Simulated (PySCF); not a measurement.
## C6H10GaNO: geometry relaxation (part 1 of 2)

System: C6H10GaNO, SMILES C[O][GaH2-][n+]1ccccc1.
Method: PBE0-D3(BJ)/def2-SVP geometry optimisation, gas phase (PySCF 2.14.0).

It belongs to a series of runs on one base structure; here: H on Ga replaced by OCH3.

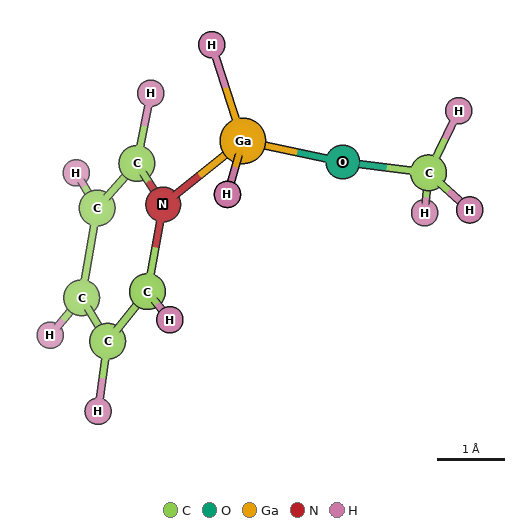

Fig. 1: The starting structure (ball-and-stick view, seen at a tilt). Sticks mark near contacts. Bond lengths as drawn: C–C 1.36 to 1.39 Å, C–H 1.07 to 1.13 Å, C–N 1.34 to 1.36 Å, C–O 1.40 Å, Ga–H 1.53 Å, Ga–N 2.05 Å and Ga–O 1.72 Å.

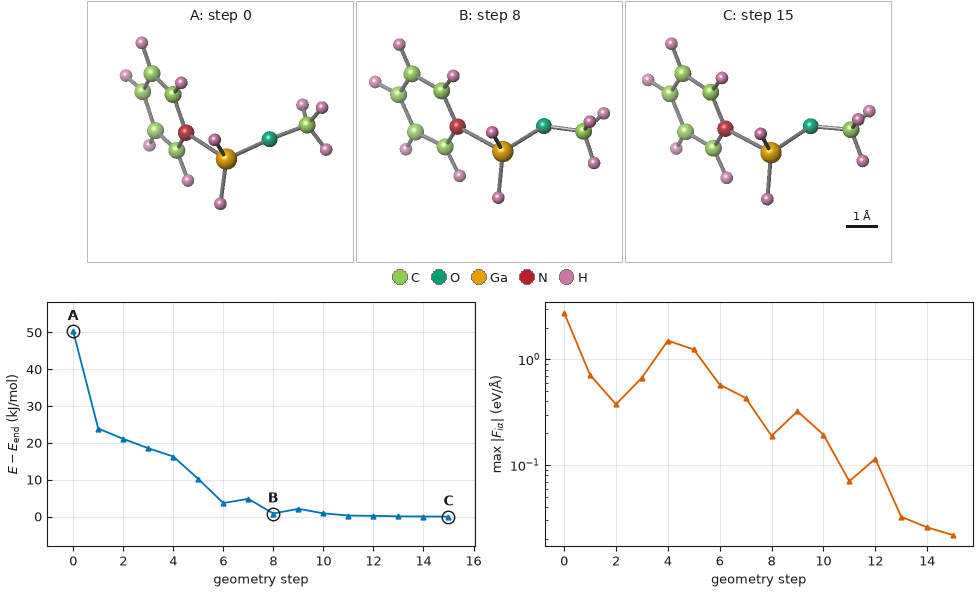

Fig. 2: Frames of the relaxation (ball-and-stick view, seen at a tilt) above the curves, on which the letters mark them (steps are counted from 0).

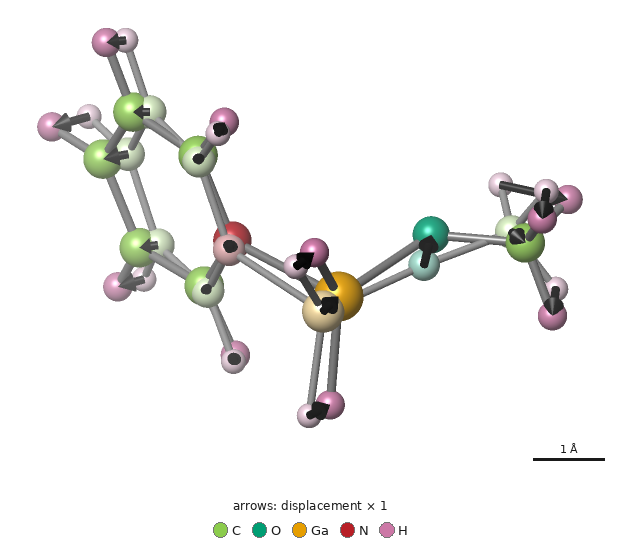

Fig. 3: Start (faint) and end (solid) with the displacements as black arrows, at true length (ball-and-stick view, seen at a tilt). The two geometries are laid on each other by the best rigid fit. The atom that moves furthest after the best rigid fit is H12 (1.08 Å). Largest moves by element: H 1.08 Å, O 0.67 Å, Ga 0.40 Å, C 0.37 Å, N 0.23 Å. Among the contacts that change: O2–Ga3 1.723 → 1.831 Å, Ga3–H13 1.535 → 1.584 Å, Ga3–N4 2.049 → 2.090 Å, C1–H11 1.072 → 1.112 Å. Among the angles that change: C1–O2–Ga3 173.5° → 122.9°, O2–Ga3–N4 97.7° → 93.0°, H10–C1–H11 110.8° → 106.5°. After 15 geometry steps the energy has fallen by 50.3 kJ/mol. The largest force component goes from 2.8 to 0.022 eV/Å. (Atoms are counted from 1 in the order of the input.)

The input that produced these results follows, with the program's output.

**The input**
```
{"job": {"xc": "PBE0", "basis": "def2-SVP", "d3": "d3bj", "grid": 1, "shake": 0.01, "kind": "geom"}, "charge": 0, "multiplicity": 1}
C      3.197910     0.879150     0.020770
O      2.274570    -0.159980    -0.170230
Ga     1.295840    -1.553890    -0.433150
N     -0.513940    -0.712200     0.030680
C     -1.218930    -0.063710    -0.911410
C     -2.324120     0.727430    -0.607130
C     -2.719780     0.813260     0.717800
C     -2.000910     0.136210     1.686000
C     -0.924470    -0.616330     1.320350
H      3.703160     1.125520    -0.904680
H      3.906300     0.651830     0.793260
H      2.641640     1.804120     0.340360
H      1.430270    -2.613400     0.669000
H      1.116820    -1.917060    -1.906990
H     -0.840900    -0.186270    -1.910160
H     -2.845030     1.261050    -1.380540
H     -3.583400     1.427520     0.983360
H     -2.310850     0.188990     2.735890
H     -0.314890    -1.185200     2.008230
```

The first line tells a small driver script what to run in PySCF; the rest is the geometry in Å.

Launch command:
```bash
OMP_NUM_THREADS=1 python <driver script> task.json out
```

**The program's output**
```
step   0  E = -2288.30631659  max force = 0.053797
step   1  E = -2288.31639060  max force = 0.013869
step   2  E = -2288.31745492  max force = 0.007302
step   3  E = -2288.31842664  max force = 0.013052
step   4  E = -2288.31928139  max force = 0.029216
step   5  E = -2288.32160237  max force = 0.024117
step   6  E = -2288.32409221  max force = 0.011211
step   7  E = -2288.32365852  max force = 0.008401
step   8  E = -2288.32517800  max force = 0.003679
step   9  E = -2288.32469225  max force = 0.006281
step  10  E = -2288.32515965  max force = 0.003780
step  11  E = -2288.32538956  max force = 0.001369
step  12  E = -2288.32541696  max force = 0.002234
step  13  E = -2288.32546907  max force = 0.000632
step  14  E = -2288.32548743  max force = 0.000502
step  15  E = -2288.32549251  max force = 0.000425
optimisation converged
```

**Trajectory as extended XYZ (Å, eV, eV/Å), 16 frames, from step=0 to step=15**
```
19
Properties=species:S:1:pos:R:3:forces:R:3 step=0 energy=-62267.98651
C     3.1979    0.8791    0.0208   -2.7664  -0.4603  -0.2415
O     2.2746   -0.1600   -0.1702    1.8952   2.5306   0.5019
Ga    1.2958   -1.5539   -0.4331   -0.2415  -1.2374  -0.1605
N    -0.5139   -0.7122    0.0307   -1.4061   0.7382   0.5502
C    -1.2189   -0.0637   -0.9114    0.2555  -0.0987   0.8024
C    -2.3241    0.7274   -0.6071    0.4465  -0.4597   0.2421
C    -2.7198    0.8133    0.7178   -0.3255   0.4433  -0.3031
C    -2.0009    0.1362    1.6860   -0.8201   0.2410   0.9928
C    -0.9245   -0.6163    1.3203    1.1760  -0.5888  -1.3857
H     3.7032    1.1255   -0.9047    0.5671   0.1553  -0.5991
H     3.9063    0.6518    0.7933    0.8989  -0.2678   0.7485
H     2.6416    1.8041    0.3404    0.4019  -0.3056  -0.1030
H     1.4303   -2.6134    0.6690   -0.0153  -0.5501   0.6140
H     1.1168   -1.9171   -1.9070   -0.2130  -0.1653  -0.8661
H    -0.8409   -0.1863   -1.9102    0.1482   0.0007  -0.7175
H    -2.8450    1.2611   -1.3805   -0.2990   0.2388  -0.4997
H    -3.5834    1.4275    0.9834    0.0022  -0.0232   0.0801
H    -2.3108    0.1890    2.7359    0.1277  -0.0375  -0.1176
H    -0.3149   -1.1852    2.0082    0.1676  -0.1535   0.4616
19
Properties=species:S:1:pos:R:3:forces:R:3 step=1 energy=-62268.26064
C     3.2991    0.8538   -0.0041   -0.1142   0.2113   0.0921
O     2.3061   -0.0640   -0.1393   -0.7132  -0.4272  -0.0132
Ga    1.2987   -1.5501   -0.4244    0.5050   0.1293  -0.0074
N    -0.5663   -0.6809    0.0445   -0.0790   0.1080   0.0751
C    -1.2593   -0.0426   -0.9029    0.1201   0.0175  -0.0150
C    -2.3785    0.7245   -0.6029   -0.0029  -0.0272  -0.0525
C    -2.7902    0.8096    0.7236    0.0055   0.0821   0.0189
C    -2.0679    0.1369    1.7054   -0.0382  -0.1273  -0.0162
C    -0.9591   -0.6070    1.3210    0.0785  -0.0187  -0.1070
H     3.8344    1.0536   -0.9551    0.1726  -0.0778   0.0133
H     4.0452    0.5780    0.7723    0.1020  -0.0382  -0.1246
H     2.8919    1.8419    0.3151    0.0417  -0.0666  -0.0106
H     1.4049   -2.6393    0.7250   -0.0148   0.0945  -0.0116
H     1.0827   -1.9122   -1.9542   -0.0177   0.0867   0.0586
H    -0.8787   -0.1541   -1.9231   -0.0335   0.0360   0.0158
H    -2.9115    1.2521   -1.3954   -0.0078  -0.0396  -0.0238
H    -3.6650    1.4061    0.9908   -0.0184   0.0070   0.0165
H    -2.3671    0.1738    2.7531    0.0208   0.0090   0.0403
H    -0.3492   -1.1691    2.0335   -0.0064   0.0412   0.0513
19
Properties=species:S:1:pos:R:3:forces:R:3 step=2 energy=-62268.28960
C     3.3039    0.8394   -0.0035    0.0786  -0.0683  -0.0313
O     2.2846   -0.0560   -0.1309   -0.3755   0.1392   0.0907
Ga    1.3037   -1.5356   -0.4214    0.2619  -0.0725  -0.0433
N    -0.5565   -0.6563    0.0487    0.0281   0.1141   0.0321
C    -1.2490   -0.0214   -0.9007   -0.0081  -0.0655   0.0360
C    -2.3892    0.7160   -0.6062   -0.0218   0.0332  -0.0104
C    -2.8100    0.7950    0.7194    0.0285  -0.0292  -0.0142
C    -2.0800    0.1285    1.7013   -0.0410   0.0103   0.0452
C    -0.9520   -0.5888    1.3231   -0.0007  -0.0254  -0.0873
H     3.8511    1.0095   -0.9555    0.0536  -0.0268   0.0122
H     4.0567    0.5325    0.7542    0.0442  -0.0093  -0.0356
H     2.9385    1.8400    0.3186   -0.0303  -0.0659  -0.0105
H     1.4022   -2.6157    0.7305   -0.0065   0.0162   0.0148
H     1.0777   -1.8777   -1.9492   -0.0163   0.0271  -0.0061
H    -0.8658   -0.1220   -1.9201    0.0009   0.0143   0.0029
H    -2.9331    1.2222   -1.4053    0.0026   0.0010  -0.0063
H    -3.6993    1.3718    0.9850    0.0020  -0.0083   0.0007
H    -2.3782    0.1616    2.7504    0.0073   0.0061   0.0031
H    -0.3349   -1.1321    2.0443   -0.0075   0.0096   0.0073
19
Properties=species:S:1:pos:R:3:forces:R:3 step=3 energy=-62268.31604
C     3.3436    0.8073   -0.0084    0.2737  -0.3197  -0.1424
O     2.2579   -0.0138   -0.1083   -0.0569   0.6712   0.1913
Ga    1.3182   -1.4939   -0.4089   -0.0677  -0.3519  -0.1090
N    -0.5453   -0.6064    0.0543   -0.0137   0.0902   0.0198
C    -1.2501    0.0109   -0.8958   -0.0555  -0.0460  -0.0984
C    -2.4212    0.7040   -0.6138    0.0678  -0.0545   0.1291
C    -2.8519    0.7556    0.7110   -0.1476   0.0440   0.0354
C    -2.1124    0.1137    1.7029    0.0552   0.0709  -0.1707
C    -0.9555   -0.5556    1.3225    0.0260  -0.0878   0.1655
H     3.8975    0.9171   -0.9673   -0.0680   0.0484  -0.0008
H     4.0963    0.4448    0.7246   -0.0265   0.0240   0.0654
H     3.0539    1.8280    0.3116   -0.0228   0.0225   0.0035
H     1.4021   -2.5615    0.7514    0.0018  -0.0568   0.0157
H     1.0801   -1.8126   -1.9370   -0.0029  -0.0436  -0.0466
H    -0.8576   -0.0689   -1.9128    0.0297  -0.0089  -0.0172
H    -2.9785    1.1864   -1.4185    0.0077   0.0193   0.0274
H    -3.7664    1.2940    0.9717   -0.0071   0.0056  -0.0085
H    -2.4138    0.1369    2.7522   -0.0071  -0.0057  -0.0436
H    -0.3269   -1.0750    2.0513    0.0142  -0.0212  -0.0160
19
Properties=species:S:1:pos:R:3:forces:R:3 step=4 energy=-62268.33930
C     3.4459    0.7216   -0.0316    0.4636  -0.7591  -0.3227
O     2.2071    0.1365   -0.0508    0.5110   1.5023   0.3683
Ga    1.3576   -1.3621   -0.3800   -0.7478  -0.8541  -0.1877
N    -0.5242   -0.4880    0.0904    0.2701  -0.1719  -0.1311
C    -1.2506    0.0798   -0.8721   -0.1944  -0.0143   0.0925
C    -2.4858    0.6630   -0.6111   -0.1991   0.1232  -0.1534
C    -2.9807    0.6734    0.6924    0.4280  -0.2747  -0.1277
C    -2.1915    0.0797    1.6763   -0.1052   0.1568   0.4640
C    -0.9646   -0.4872    1.3459   -0.3245   0.1398  -0.0182
H     3.9695    0.6839   -1.0158   -0.2203   0.2480  -0.0414
H     4.1671    0.2019    0.6371   -0.1137   0.1268   0.2631
H     3.3784    1.7728    0.2859    0.0502   0.1733   0.0310
H     1.4299   -2.4184    0.7867    0.0445  -0.1759  -0.0089
H     1.0855   -1.6292   -1.9099    0.0525  -0.1621  -0.0953
H    -0.8332    0.0502   -1.8812    0.0450  -0.0343  -0.0144
H    -3.0558    1.0917   -1.4367   -0.0020   0.0617  -0.0050
H    -3.9497    1.1194    0.9344    0.0693  -0.0183  -0.0243
H    -2.5101    0.0735    2.7207   -0.0409  -0.0374  -0.0036
H    -0.3248   -0.9516    2.1023    0.0138  -0.0297  -0.0853
19
Properties=species:S:1:pos:R:3:forces:R:3 step=5 energy=-62268.40246
C     3.4993    0.6798   -0.0447    0.3533  -0.6959  -0.2801
O     2.1978    0.2379   -0.0175    0.5086   1.2401   0.2901
Ga    1.3675   -1.2855   -0.3614   -0.7300  -0.6364  -0.1145
N    -0.5317   -0.4382    0.1025    0.2073  -0.1572  -0.1122
C    -1.2635    0.1051   -0.8705   -0.1951   0.0044   0.0278
C    -2.5209    0.6449   -0.6240    0.0327  -0.0210   0.0764
C    -3.0086    0.6245    0.6825   -0.1178  -0.0326   0.0136
C    -2.2332    0.0614    1.6948    0.1151   0.1522  -0.1327
C    -0.9879   -0.4559    1.3533   -0.1066  -0.0107   0.2289
H     3.9858    0.5796   -1.0437   -0.2034   0.2487  -0.0378
H     4.1812    0.0929    0.6103   -0.1095   0.1290   0.2487
H     3.5592    1.7353    0.2613    0.0509   0.1452   0.0246
H     1.4488   -2.3466    0.8023    0.0570  -0.1605  -0.0319
H     1.1061   -1.5501   -1.8953    0.0692  -0.1569  -0.0700
H    -0.8321    0.0917   -1.8741    0.0589  -0.0429  -0.0073
H    -3.1019    1.0586   -1.4499   -0.0133   0.0535   0.0457
H    -3.9945    1.0370    0.9124    0.0102   0.0116  -0.0252
H    -2.5657    0.0404    2.7351   -0.0316  -0.0237  -0.0662
H    -0.3355   -0.9021    2.1094    0.0443  -0.0470  -0.0780
19
Properties=species:S:1:pos:R:3:forces:R:3 step=6 energy=-62268.47021
C     3.5805    0.6412   -0.0563    0.0454   0.1006   0.0635
O     2.2336    0.3453    0.0162   -0.0494   0.0116   0.0026
Ga    1.3587   -1.2233   -0.3378    0.0552   0.2010  -0.0129
N    -0.5644   -0.4353    0.0925   -0.2072   0.0397   0.0437
C    -1.3264    0.1003   -0.8641    0.1905   0.0308  -0.5765
C    -2.5856    0.6423   -0.6315    0.3376  -0.2098   0.4078
C    -3.0470    0.6122    0.6824   -0.4152   0.1590   0.0930
C    -2.2671    0.0579    1.6952    0.1392   0.0018  -0.3023
C    -1.0243   -0.4573    1.3444    0.1229  -0.0854   0.3342
H     4.0229    0.5325   -1.0720   -0.0890  -0.0894   0.0199
H     4.2175    0.0462    0.6362   -0.0811  -0.0798  -0.0551
H     3.7473    1.6992    0.2290   -0.0234  -0.0013  -0.0130
H     1.4951   -2.3080    0.8075   -0.0317  -0.0159  -0.0301
H     1.1900   -1.5344   -1.8816   -0.0072  -0.0420   0.0199
H    -0.8918    0.0856   -1.8669    0.0076  -0.0046  -0.0444
H    -3.1723    1.0684   -1.4475    0.0377  -0.0218   0.0381
H    -4.0301    1.0249    0.9197   -0.0371   0.0145   0.0255
H    -2.6072    0.0217    2.7318    0.0043   0.0086  -0.0390
H    -0.3594   -0.9085    2.0855    0.0011  -0.0180   0.0250
```
